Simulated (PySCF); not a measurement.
# EuCl3(NH3): other functionals and bases at one geometry

How far do other levels of theory move the description of EuCl3(NH3), and what does each cost? The species was built from a template and needn't be a known compound.

Method: several levels, as the steps say, no spin–orbit coupling; program: PySCF 2.14.0.

6 further runs of the same task are left out: 2 for a known fault of the program, 3 that didn't finish, 1 set aside as unsound or not needed.

**1. The system as given**

8 atoms, charge 0, spin multiplicity 1.

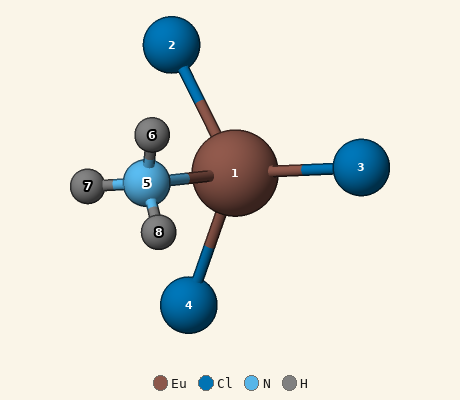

The structure; colours as in the key; atoms are numbered from 1 in the order of the file.

As a file:

```xyz
8
Cl3EuH3N
Eu    0.0429   -0.0429    0.0429
Cl    1.1653    1.9354    1.1653
Cl   -1.9354   -1.1653    1.1653
Cl    1.1653   -1.1653   -1.9354
N    -1.4015    1.4015   -1.4015
H    -2.0137    2.0137   -0.8546
H    -0.8546    2.0137   -2.0137
H    -2.0137    0.8546   -2.0137
```

Formal oxidation states: Eu +3. Each metal's 6 4f electrons lie in its core potential, so multiplicities, spins and levels count the valence alone. An earlier session relaxed this geometry at r2SCAN, Eu lcecp-1-SVP with ECP52, Cl def2-SVP, N def2-SVP, H def2-SVP (singlet, point group C3v).

At r2SCAN on the finer grid: E = -1472.217708 Eh, HOMO -7.40 eV, LUMO -1.43 eV, Mulliken charge on Eu1 +0.84 e, largest force component 0.012 eV/Å. 

Levels to run: CAM-B3LYP; PBE; revPBE; B3LYP; r2SCAN, TZVP. Hardware: 2 threads of Arm Neoverse V1, shared host.

**2. CAM-B3LYP**

run.py (the lines that set the calculation)

```python
mol = gto.M(atom='''
Eu     0.04294    -0.04294     0.04294
Cl     1.16530     1.93544     1.16530
Cl    -1.93544    -1.16530     1.16530
Cl     1.16530    -1.16530    -1.93544
N     -1.40153     1.40153    -1.40153
H     -2.01373     2.01373    -0.85461
H     -0.85461     2.01373    -2.01373
H     -2.01373     0.85461    -2.01373''',
    basis={'Eu': 'lcecp-1-SVP', 'Cl': 'def2-SVP', 'N': 'def2-SVP', 'H': 'def2-SVP'},
    ecp={'Eu': 'lcecp-1-SVP'},
    charge=0, spin=0)
mf = dft.RKS(mol, xc='CAMB3LYP')
mf.grids.atom_grid = (75, 302)  # f atoms: unpruned, at least (60, 302)
mf = mf.density_fit()  # fitting sets: Eu AutoAux, Cl def2-universal-JKFIT, N def2-universal-JKFIT, H def2-universal-JKFIT
mf.conv_tol = 1e-08; mf.max_cycle = 55
mf.kernel(dm0)  # dm0: the density of the relaxed state
```

Launch:

```
> OMP_NUM_THREADS=2 python run.py
```

The program printed:

```text
init E= -1472.28823996467
  HOMO = -0.357276281958939  LUMO = -0.0143904765464171  gap/eV = 9.33040
cycle= 1 E= -1472.29151651547  delta_E= -0.00328  |g|= 0.0467  |ddm|= 0.216
  HOMO = -0.350734100194206  LUMO = -0.018696426969953  gap/eV = 9.03521
cycle= 2 E= -1472.29160981491  delta_E= -9.33e-05  |g|= 0.0451  |ddm|= 0.136
  HOMO = -0.35447717116548  LUMO = -0.0168276067633393  gap/eV = 9.18791
cycle= 3 E= -1472.29219429075  delta_E= -0.000584  |g|= 0.00223  |ddm|= 0.06
  HOMO = -0.354827736187863  LUMO = -0.0170320355414404  gap/eV = 9.19189
cycle= 4 E= -1472.29219636269  delta_E= -2.07e-06  |g|= 0.00091  |ddm|= 0.00533
  HOMO = -0.354737484154256  LUMO = -0.0170176178590218  gap/eV = 9.18983
cycle= 5 E= -1472.29219660497  delta_E= -2.42e-07  |g|= 0.000286  |ddm|= 0.00136
  HOMO = -0.354738163796236  LUMO = -0.0170095789369142  gap/eV = 9.19006
cycle= 6 E= -1472.2921966246  delta_E= -1.96e-08  |g|= 7.67e-05  |ddm|= 0.000303
  HOMO = -0.354739210777094  LUMO = -0.0170155027859238  gap/eV = 9.18993
cycle= 7 E= -1472.29219662709  delta_E= -2.49e-09  |g|= 1.07e-05  |ddm|= 0.000178
  HOMO = -0.354737999009019  LUMO = -0.0170135442601982  gap/eV = 9.18995
Extra cycle  E= -1472.29219662715  delta_E= -5.93e-11  |g|= 7.3e-06  |ddm|= 3.48e-05
converged SCF energy = -1472.29219662715
```

Wall time 10 s (2 threads of Arm Neoverse V1, shared host).

It gives: E = -1472.292197 Eh, HOMO -9.65 eV, LUMO -0.46 eV, Mulliken charge on Eu1 +0.78 e, largest force component 0.066 eV/Å. 

**3. PBE**

run.py (the lines that set the calculation), as its differences from that of step 2:

```diff
@@ -12,3 +12,3 @@
     charge=0, spin=0)
-mf = dft.RKS(mol, xc='CAMB3LYP')
+mf = dft.RKS(mol, xc='PBE')
 mf.grids.atom_grid = (75, 302)  # f atoms: unpruned, at least (60, 302)
```

Launch:

```
> OMP_NUM_THREADS=2 python run.py
```

The program printed:

```text
init E= -1471.68238572193
  HOMO = -0.256204194838228  LUMO = -0.0694849878199306  gap/eV = 5.08089
cycle= 1 E= -1471.68454710246  delta_E= -0.00216  |g|= 0.0504  |ddm|= 0.294
  HOMO = -0.258317377835645  LUMO = -0.0619663392066054  gap/eV = 5.34298
cycle= 2 E= -1471.68177948689  delta_E= 0.00277  |g|= 0.103  |ddm|= 0.221
  HOMO = -0.255529623703401  LUMO = -0.0659815838000561  gap/eV = 5.15786
cycle= 3 E= -1471.68552058652  delta_E= -0.00374  |g|= 0.00508  |ddm|= 0.144
  HOMO = -0.256362929898951  LUMO = -0.0664443272250126  gap/eV = 5.16795
cycle= 4 E= -1471.68552869872  delta_E= -8.11e-06  |g|= 0.00122  |ddm|= 0.00955
  HOMO = -0.256304623339294  LUMO = -0.0664975314592186  gap/eV = 5.16491
cycle= 5 E= -1471.6855289191  delta_E= -2.2e-07  |g|= 0.000833  |ddm|= 0.00178
  HOMO = -0.256298312986533  LUMO = -0.0664763064432417  gap/eV = 5.16532
cycle= 6 E= -1471.68552906875  delta_E= -1.5e-07  |g|= 0.000123  |ddm|= 0.000702
  HOMO = -0.256304193619812  LUMO = -0.0664767938708262  gap/eV = 5.16547
cycle= 7 E= -1471.68552907281  delta_E= -4.06e-09  |g|= 1.31e-05  |ddm|= 0.000132
  HOMO = -0.256305226258376  LUMO = -0.0664747457589131  gap/eV = 5.16555
Extra cycle  E= -1471.68552907265  delta_E= 1.66e-10  |g|= 2.58e-05  |ddm|= 4.88e-05
converged SCF energy = -1471.68552907265
```

It took 7.6 s on 2 threads of Arm Neoverse V1, shared host.

Read off: E = -1471.685529 Eh, HOMO -6.97 eV, LUMO -1.81 eV, Mulliken charge on Eu1 +0.64 e, largest force component 0.181 eV/Å. 

**4. revPBE**

run.py (the lines that set the calculation), as its differences from that of step 3:

```diff
@@ -12,3 +12,3 @@
     charge=0, spin=0)
-mf = dft.RKS(mol, xc='PBE')
+mf = dft.RKS(mol, xc='PBE_R,PBE')
 mf.grids.atom_grid = (75, 302)  # f atoms: unpruned, at least (60, 302)
```

Launch:

```
> OMP_NUM_THREADS=2 python run.py
```

The program printed:

```text
init E= -1472.07198479079
  HOMO = -0.25551608079197  LUMO = -0.0659432950341667  gap/eV = 5.15854
cycle= 1 E= -1472.07343998508  delta_E= -0.00146  |g|= 0.0417  |ddm|= 0.247
  HOMO = -0.256562195064393  LUMO = -0.0599367664277087  gap/eV = 5.35045
cycle= 2 E= -1472.07174804677  delta_E= 0.00169  |g|= 0.0819  |ddm|= 0.178
  HOMO = -0.254518995964992  LUMO = -0.0629005592372203  gap/eV = 5.21420
cycle= 3 E= -1472.07408535208  delta_E= -0.00234  |g|= 0.00479  |ddm|= 0.114
  HOMO = -0.255251425303187  LUMO = -0.0631867485032594  gap/eV = 5.22635
cycle= 4 E= -1472.0740912732  delta_E= -5.92e-06  |g|= 0.00144  |ddm|= 0.00827
  HOMO = -0.255216428694672  LUMO = -0.0632630755639557  gap/eV = 5.22332
cycle= 5 E= -1472.07409169323  delta_E= -4.2e-07  |g|= 0.000679  |ddm|= 0.00198
  HOMO = -0.255202337324109  LUMO = -0.0632405723462753  gap/eV = 5.22355
cycle= 6 E= -1472.07409179629  delta_E= -1.03e-07  |g|= 9.65e-05  |ddm|= 0.000599
  HOMO = -0.255209750965326  LUMO = -0.0632426034842037  gap/eV = 5.22369
cycle= 7 E= -1472.07409179871  delta_E= -2.42e-09  |g|= 8.9e-06  |ddm|= 0.0001
  HOMO = -0.255210533079312  LUMO = -0.0632413673956462  gap/eV = 5.22375
Extra cycle  E= -1472.07409179866  delta_E= 4.21e-11  |g|= 1.51e-05  |ddm|= 2.66e-05
converged SCF energy = -1472.07409179866
```

It took 7.6 s on 2 threads of Arm Neoverse V1, shared host.

It gives: E = -1472.074092 Eh, HOMO -6.94 eV, LUMO -1.72 eV, Mulliken charge on Eu1 +0.70 e, largest force component 0.189 eV/Å. 

**5. B3LYP**

run.py (the lines that set the calculation), as its differences from that of step 4:

```diff
@@ -12,3 +12,3 @@
     charge=0, spin=0)
-mf = dft.RKS(mol, xc='PBE_R,PBE')
+mf = dft.RKS(mol, xc='B3LYP')
 mf.grids.atom_grid = (75, 302)  # f atoms: unpruned, at least (60, 302)
```

Launch:

```
> OMP_NUM_THREADS=2 python run.py
```

The program printed:

```text
init E= -1472.37125829821
  HOMO = -0.297431596594631  LUMO = -0.0516776013082854  gap/eV = 6.68731
cycle= 1 E= -1472.37291790283  delta_E= -0.00166  |g|= 0.0375  |ddm|= 0.214
  HOMO = -0.291022923295196  LUMO = -0.0533400952850791  gap/eV = 6.46768
cycle= 2 E= -1472.37252453763  delta_E= 0.000393  |g|= 0.0518  |ddm|= 0.116
  HOMO = -0.294559995556578  LUMO = -0.0519731298212912  gap/eV = 6.60112
cycle= 3 E= -1472.37331131532  delta_E= -0.000787  |g|= 0.00434  |ddm|= 0.07
  HOMO = -0.294919773674026  LUMO = -0.0523796828896457  gap/eV = 6.59985
cycle= 4 E= -1472.37331732777  delta_E= -6.01e-06  |g|= 0.00038  |ddm|= 0.00616
  HOMO = -0.294965904556483  LUMO = -0.0523795181427405  gap/eV = 6.60111
cycle= 5 E= -1472.37331733501  delta_E= -7.24e-09  |g|= 0.000379  |ddm|= 0.000689
  HOMO = -0.294960754739182  LUMO = -0.0523917093304712  gap/eV = 6.60064
cycle= 6 E= -1472.37331736666  delta_E= -3.16e-08  |g|= 1.95e-05  |ddm|= 0.000318
  HOMO = -0.294959639465286  LUMO = -0.0523898962761449  gap/eV = 6.60066
cycle= 7 E= -1472.37331736678  delta_E= -1.16e-10  |g|= 4.3e-06  |ddm|= 3.3e-05
  HOMO = -0.294959453717688  LUMO = -0.0523899801950697  gap/eV = 6.60065
Extra cycle  E= -1472.37331736678  delta_E= 2.27e-13  |g|= 3.91e-06  |ddm|= 1e-05
converged SCF energy = -1472.37331736678
```

Wall time 7.6 s (2 threads of Arm Neoverse V1, shared host).

Result: E = -1472.373317 Eh, HOMO -8.03 eV, LUMO -1.43 eV, Mulliken charge on Eu1 +0.75 e, largest force component 0.077 eV/Å. 

**6. r2SCAN, TZVP**

Basis: Eu lcecp-1-TZVP with ECP52, Cl def2-TZVP, N def2-TZVP, H def2-TZVP. 

run.py (the lines that set the calculation), as its differences from that of step 5:

```diff
@@ -9,6 +9,6 @@
 H     -2.01373     0.85461    -2.01373''',
-    basis={'Eu': 'lcecp-1-SVP', 'Cl': 'def2-SVP', 'N': 'def2-SVP', 'H': 'def2-SVP'},
-    ecp={'Eu': 'lcecp-1-SVP'},
+    basis={'Eu': 'lcecp-1-TZVP', 'Cl': 'def2-TZVP', 'N': 'def2-TZVP', 'H': 'def2-TZVP'},
+    ecp={'Eu': 'lcecp-1-TZVP'},
     charge=0, spin=0)
-mf = dft.RKS(mol, xc='B3LYP')
+mf = dft.RKS(mol, xc='R2SCAN')
 mf.grids.atom_grid = (75, 302)  # f atoms: unpruned, at least (60, 302)
@@ -16,2 +16,2 @@
 mf.conv_tol = 1e-08; mf.max_cycle = 55
-mf.kernel(dm0)  # dm0: the density of the relaxed state
+mf.kernel(dm0)  # dm0: free metal ions and neutral atoms
```

Launch:

```
> OMP_NUM_THREADS=2 python run.py
```

The program printed:

```text
init E= -1485.83974581873
  HOMO = -0.29699792111165  LUMO = -0.0908859685970719  gap/eV = 5.60859
cycle= 1 E= -1472.64086627266  delta_E= 13.2  |g|= 1.27  |ddm|= 2.23
  HOMO = -0.302205466362697  LUMO = -0.0357593615198425  gap/eV = 7.25037
cycle= 2 E= -1472.57943686389  delta_E= 0.0614  |g|=  0.9  |ddm|= 1.07
  HOMO = -0.261883755165391  LUMO = -0.0915046320609119  gap/eV = 4.63625
cycle= 3 E= -1472.65727500569  delta_E= -0.0778  |g|= 0.523  |ddm|= 1.06
  HOMO = -0.274193514367768  LUMO = -0.0521692017219926  gap/eV = 6.04159
cycle= 4 E= -1472.74297779609  delta_E= -0.0857  |g|= 0.0269  |ddm|= 0.476
  HOMO = -0.276741309182983  LUMO = -0.0570543385708027  gap/eV = 5.97799
cycle= 5 E= -1472.74314167209  delta_E= -0.000164  |g|= 0.015  |ddm|= 0.0525
  HOMO = -0.276765973838789  LUMO = -0.0560624153110634  gap/eV = 6.00565
cycle= 6 E= -1472.74319032804  delta_E= -4.87e-05  |g|= 0.00635  |ddm|= 0.0136
  HOMO = -0.276621180292025  LUMO = -0.055622892255191  gap/eV = 6.01367
cycle= 7 E= -1472.74319844717  delta_E= -8.12e-06  |g|= 0.000922  |ddm|= 0.00411
  HOMO = -0.276620397098152  LUMO = -0.0555836095955277  gap/eV = 6.01472
cycle= 8 E= -1472.74319863484  delta_E= -1.88e-07  |g|= 0.000343  |ddm|= 0.000837
  HOMO = -0.276630622207885  LUMO = -0.055593742468157  gap/eV = 6.01472
cycle= 9 E= -1472.74319866461  delta_E= -2.98e-08  |g|= 4.87e-05  |ddm|= 0.000308
  HOMO = -0.276629289349953  LUMO = -0.0555939448852324  gap/eV = 6.01468
cycle= 10 E= -1472.74319866526  delta_E= -6.5e-10  |g|= 8.06e-06  |ddm|= 3.8e-05
  HOMO = -0.276628470715451  LUMO = -0.055595614031771  gap/eV = 6.01461
Extra cycle  E= -1472.74319866522  delta_E= 4.23e-11  |g|= 1.4e-05  |ddm|= 1.92e-05
converged SCF energy = -1472.74319866522
```

Run time: 30 s. Hardware: 2 threads of Arm Neoverse V1, shared host.

Result: E = -1472.743199 Eh, HOMO -7.53 eV, LUMO -1.51 eV, Mulliken charge on Eu1 +1.36 e, largest force component 0.227 eV/Å. 

**7. All levels side by side**

| level | state | HOMO (eV) | gap (eV) | charge on Eu1 (e) | dipole (D) | largest force (eV/Å) | basis functions | time |
| --- | --- | --- | --- | --- | --- | --- | --- | --- |
| r2SCAN (relaxed here) | singlet | -7.40 | 5.97 | 0.84 | 4.96 | 0.01 | 116 | 38 s |
| CAM-B3LYP | singlet | -9.65 | 9.19 | 0.78 | 4.96 | 0.07 | 116 | 10 s |
| PBE | singlet | -6.97 | 5.17 | 0.64 | 4.94 | 0.18 | 116 | 7.6 s |
| revPBE | singlet | -6.94 | 5.22 | 0.70 | 4.92 | 0.19 | 116 | 7.6 s |
| B3LYP | singlet | -8.03 | 6.60 | 0.75 | 4.93 | 0.08 | 116 | 7.6 s |
| r2SCAN, TZVP | singlet | -7.53 | 6.01 | 1.36 | 4.86 | 0.23 | 207 | 30 s |

Times are on 2 threads of Arm Neoverse V1, shared host; the first row also made further properties.

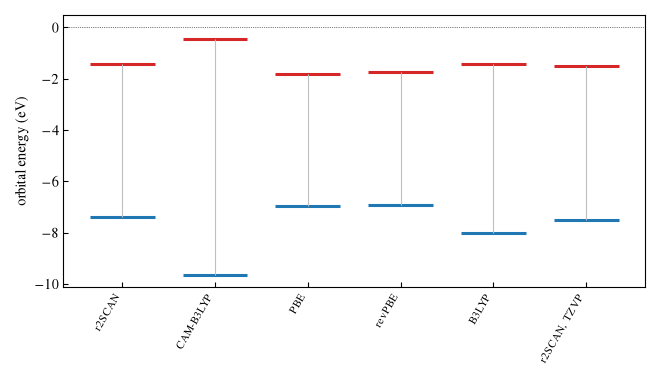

Highest filled and lowest empty level, method by method.

In one basis the HOMO–LUMO gap runs from 5.17 eV (PBE) to 9.19 eV (CAM-B3LYP). The largest leftover force, 0.23 eV/Å with r2SCAN, TZVP, stands at a geometry relaxed at another level. The Mulliken charge on Eu spans +0.64 to +1.36 e over the levels. With 4f in the core, its levels are missing from HOMO and gap. Total energies of different levels can't be compared. Spin–orbit coupling is left out throughout.
